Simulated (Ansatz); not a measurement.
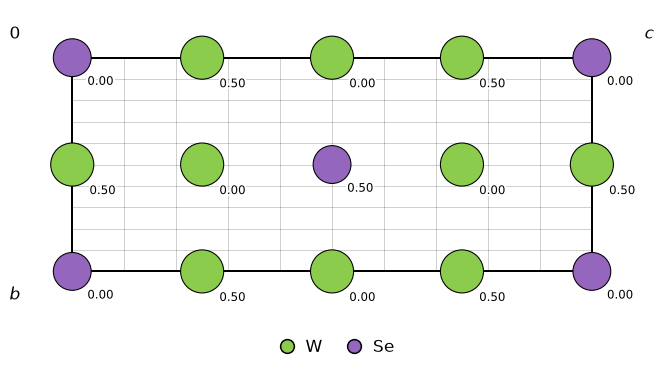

Plan of a unit cell projected along a (b down the page, c across); the numbers are heights as fractions of a, and atoms on the cell's edges are repeated. The grid marks tenths of b and c. Source: coordinates from a relaxation with Ansatz, DFT PBE, scalar-relativistic, plane waves, PAW; the starting structure was generated, so it need not be a known form of this composition. Symmetry computed with spglib at a tolerance of 0.002 Å; standard conventional cell.

a = 3.767 Å, b = 3.767 Å, c = 9.158 Å, α = 90.00°, β = 90.00°, γ = 90.00°.

> What does the cell contain?

6 W, 2 Se: W3Se, Z = 2.

> Which space group?

I4/mmm, No. 139, body-centred tetragonal.

> Give the independent sites, coordinates to two places.

```csv
atom,site,symmetry,x,y,z
W,2b,4/mmm,0.50,0.50,0.00
W,4d,-4m2,0.50,0.00,0.25
Se,2a,4/mmm,0.00,0.00,0.00
```
